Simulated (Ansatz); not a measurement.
Band structure of Au (Fm-3m, 1 atom in the cell).

```
CELL_PARAMETERS angstrom
      0.00000     2.09211     2.09211
      2.09211     0.00000     2.09211
      2.09211     2.09211     0.00000
ATOMIC_POSITIONS crystal
  Au 0.00000 0.00000 0.00000
```

Computed with PBE, PAW files (plane waves; Ansatz, a quantum-chemistry and plane-wave program).

Settings: basis.ecutwfc = 420 eV; kpoints.mp_grid.grid = 18 18 18; hamiltonian.xc = pbe; hamiltonian.pseudopotentials = {kind: paw} (the program's default PAW files); scf.occupations.method = fermi_dirac; scf.occupations.width = 0.1 eV; kpoints.band_path.npoints = 8.

The starting cell comes from a database of computed structures (which also holds hypothetical and non-ambient phases and stackings), without a prior relaxation at this level. Its lattice was rescaled by a random factor within 2.5 % of one. Spin-orbit coupling is off.

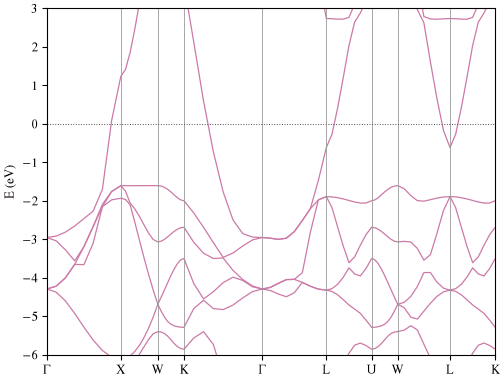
Bands along the path, energies from the Fermi level.

Levels in eV from the Fermi level, bands 6 to 13:
```csv
point,6,7,8,9,10,11,12,13
Γ,-4.30,-4.30,-4.30,-2.96,-2.96,14.58,18.17,18.17
X,-6.13,-1.94,-1.61,-1.61,1.23,5.24,9.83,9.83
W,-4.69,-4.69,-3.07,-1.61,4.36,6.10,6.10,9.02
K,-5.29,-3.50,-2.69,-2.00,3.63,4.52,7.06,12.19
L,-4.33,-4.33,-1.90,-1.90,-0.62,2.73,14.03,16.60
U,-5.29,-3.50,-2.69,-2.00,3.63,4.52,7.06,12.19
```

Bands cross the Fermi level along this path, so the cell is metallic at this level.

Keys are those of Ansatz 0.2.
